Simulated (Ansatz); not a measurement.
# Calculations on CH₆BrFSi₂

### Relaxation

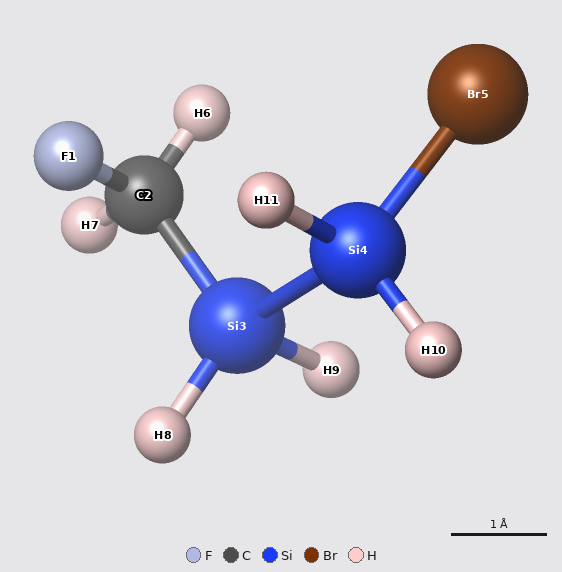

CH6BrFSi2, before the relaxation. The picture is a ball-and-stick view, seen from a free direction.

The run prepares an end point of a later path (torsion) calculation, from a guessed geometry.

Method: RKS PBE-D4/def2-SVP in Ansatz.

The input:
```yaml
crystal:
  periodic: [false, false, false]
  atoms:
    - { symbol: F, position_ang: [-1.8909, 1.0036, -0.2129] }
    - { symbol: C, position_ang: [-0.727, 1.26, -0.8012] }
    - { symbol: Si, position_ang: [0.1759, -0.3181, -0.8744] }
    - { symbol: Si, position_ang: [0.5364, -1.0607, 1.2918] }
    - { symbol: Br, position_ang: [1.6054, 0.4056, 2.4692] }
    - { symbol: H, position_ang: [-0.2115, 2.047, -0.2153] }
    - { symbol: H, position_ang: [-0.8756, 1.6691, -1.7967] }
    - { symbol: H, position_ang: [-0.4611, -1.3176, -1.7002] }
    - { symbol: H, position_ang: [1.5464, -0.0906, -1.4519] }
    - { symbol: H, position_ang: [1.225, -2.3493, 1.3323] }
    - { symbol: H, position_ang: [-0.8576, -1.306, 1.9798] }
basis:
  gaussian: { orbitals: def2-SVP }
hamiltonian:
  xc: pbe
  dispersion: d4
relax:
  f_tol: 0.015
  max_steps: 40
```

Launched with:
```bash
ansatz run input.yaml --threads 2 --pin off --max-ram 3072MiB --backend cpu --events-out ev --progress --plain --runs-dir out
```

### Predict the outcome.

Br5 moves most after the best rigid fit: 0.27 Å. Largest moves by element: Br 0.27 Å, F 0.22 Å, H 0.17 Å, Si 0.11 Å, C 0.06 Å. Near-neighbour distances that change, for instance: C2–Si3 1.820 → 1.917 Å, Si4–Br5 2.163 → 2.259 Å, Si4–H11 1.574 → 1.502 Å, F1–C2 1.329 → 1.398 Å. Among the angles between lasting bonds that change: Si3–Si4–Br5 111.6° → 105.4°, Si4–Si3–H9 105.4° → 110.4°, Si3–Si4–H11 108.7° → 112.5°. The energy falls by 0.429 eV in 9 accepted moves (11 points after the start). Largest force component: 2.9 eV/Å at the start, 0.0084 eV/Å at the end. The line search rejected the trial steps at points 7, 10 of the run. Cost: 37 s on 2 threads of Arm Neoverse V1 (shared host), peak memory 0.18 GiB.

Step by step:

```
step  E − E(0), eV  largest force component, eV/Å      note
   0        0.0000                         2.8771          
   1       -0.3642                         0.8652          
   2       -0.4128                         0.2978          
   3       -0.4215                         0.1035          
   4       -0.4238                         0.0394          
   5       -0.4262                         0.0717          
   6       -0.4272                         0.0657          
   7       -0.4164                         0.3339  rejected
   8       -0.4282                         0.0232          
   9       -0.4285                         0.0262          
  10       -0.4284                         0.0222  rejected
  11       -0.4287                         0.0084
```

The structure at the end:

```xyz
11

F    -1.8391    1.0765   -0.0149
C    -0.6906    1.3016   -0.7788
Si    0.2464   -0.3649   -0.9192
Si    0.4529   -1.1354    1.2897
Br    1.3936    0.5701    2.4339
H    -0.0545    2.0609   -0.2701
H    -0.9827    1.7090   -1.7729
H    -0.5403   -1.3370   -1.7580
H     1.6062   -0.1575   -1.5331
H     1.3493   -2.3354    1.4261
H    -0.8758   -1.4448    1.9179
```

The end point in the same view:

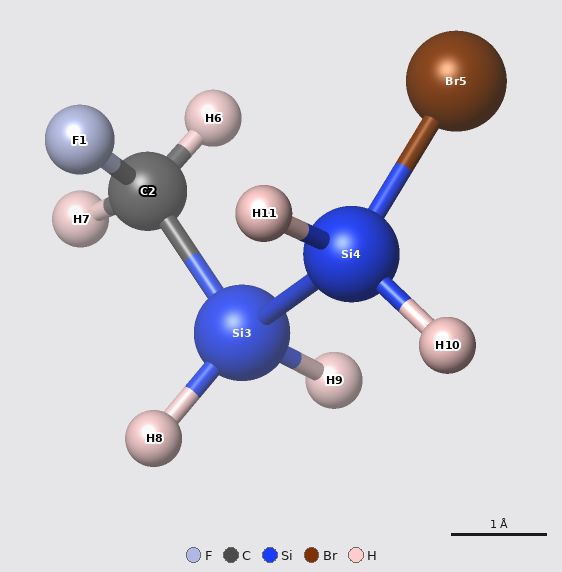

### Relaxation

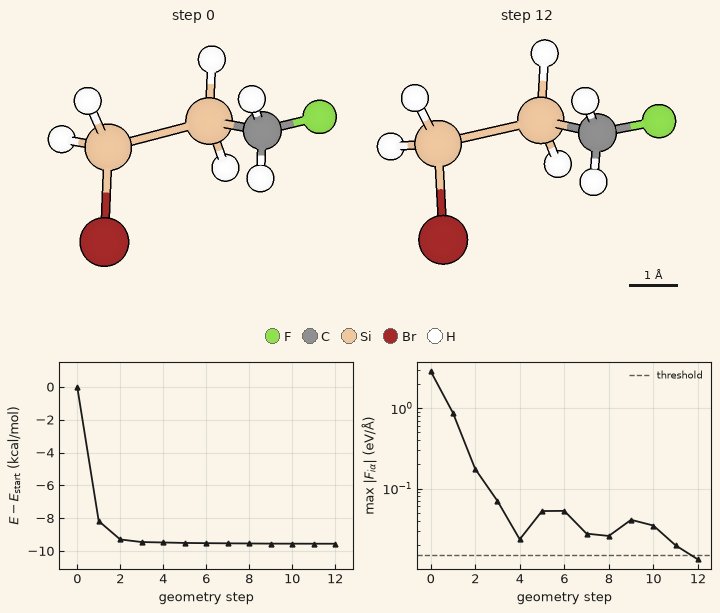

First and last geometry of a relaxation of CH$_{6}$BrFSi$_{2}$, with the history of the run. Style: ball-and-stick. Shown from a free direction.

The run prepares an end point of a later path (torsion) calculation, from a guessed geometry.

All numbers below come from RKS PBE-D4/def2-SVP in Ansatz 0.2.0.

Input file:
```yaml
crystal:
  periodic: [false, false, false]
  atoms:
    - { symbol: F, position_ang: [-1.8909, 1.0036, -0.2129] }
    - { symbol: C, position_ang: [-0.727, 1.26, -0.8012] }
    - { symbol: Si, position_ang: [0.1759, -0.3181, -0.8744] }
    - { symbol: Si, position_ang: [2.19616, 0.03945, -1.95355] }
    - { symbol: Br, position_ang: [1.90793, 0.87541, -3.92767] }
    - { symbol: H, position_ang: [-0.2115, 2.047, -0.2153] }
    - { symbol: H, position_ang: [-0.8756, 1.6691, -1.7967] }
    - { symbol: H, position_ang: [0.34364, -0.95511, 0.41121] }
    - { symbol: H, position_ang: [-0.57442, -1.2905, -1.7433] }
    - { symbol: H, position_ang: [3.01209, -1.17109, -2.0252] }
    - { symbol: H, position_ang: [3.04135, 1.06829, -1.11456] }
basis:
  gaussian: { orbitals: def2-SVP }
hamiltonian:
  xc: pbe
  dispersion: d4
relax:
  f_tol: 0.015
  max_steps: 40
```

Command:
```bash
ansatz run input.yaml --threads 2 --pin off --max-ram 3072MiB --backend cpu --events-out ev --progress --plain --runs-dir out
```

Question: Did the run converge, and what did it change?

Answer: It converged. Br5 moves most after the best rigid fit: 0.22 Å. By element the largest moves are Br 0.22 Å, H 0.18 Å, F 0.17 Å, Si 0.10 Å, C 0.07 Å. Among the contacts that change: C2–Si3 1.820 → 1.917 Å, Si4–Br5 2.163 → 2.260 Å, Si4–H11 1.574 → 1.505 Å, F1–C2 1.329 → 1.392 Å. Bond angles that change, for instance: Si3–Si4–Br5 111.6° → 106.1°, C2–Si3–H8 113.8° → 109.9°, Si3–Si4–H11 108.7° → 112.5°. Over 12 geometry steps the energy falls by 9.56 kcal/mol. The largest force component goes from 2.9 to 0.013 eV/Å.

### Path

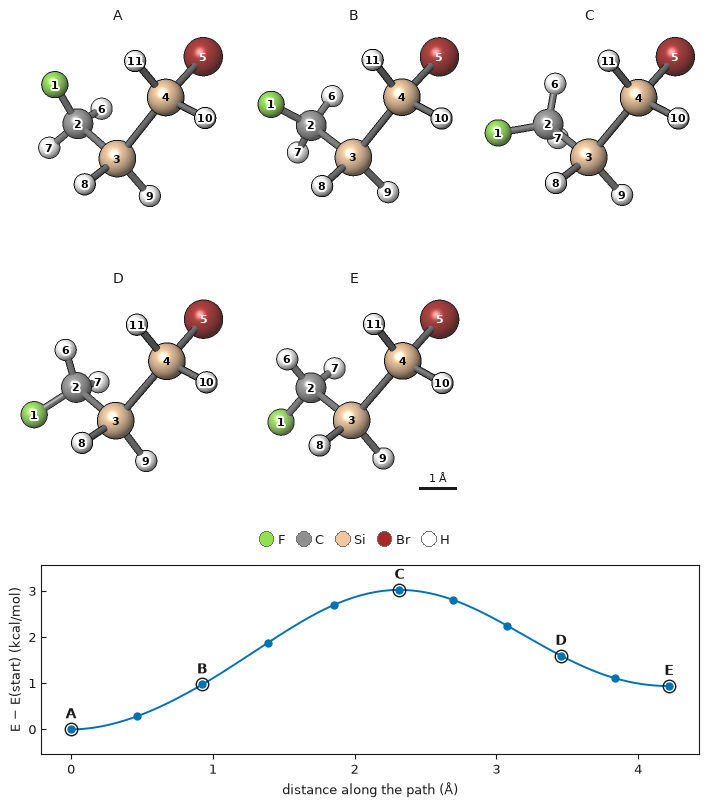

A nudged-elastic-band calculation for CH₆BrFSi₂. Images are numbered from 0 (start) to 10 (end). Frames A to E are images 0, 2, 5, 8, 10. The picture is a ball-and-stick view, seen from a free direction.

Computed with RKS PBE-D4/def2-SVP (Ansatz). Run with 9 movable images; climbing image; force threshold 0.05 eV/Å; iteration limit 60; starting path by image-dependent pair potential.

> Read off the barrier and say what moves.

Forward barrier 3.03 kcal/mol, backward barrier 2.09 kcal/mol, with image 5 at the top; the reaction energy is +0.94 kcal/mol. The motion is a rotation about the C2–Si3 bond by about 130°. No bond forms or breaks between the ends. Bond angles that change up to the highest image, for instance: C2–Si3–Si4 105.0° → 108.2°, F1–C2–Si3 107.6° → 110.7°. The band converged in 6 iterations. The largest component of the band force went from 0.69 to 0.026 eV/Å. The climbing image converged on the top of the path. Its vibrational analysis gives one imaginary mode (95i cm⁻¹), as a transition state must have.
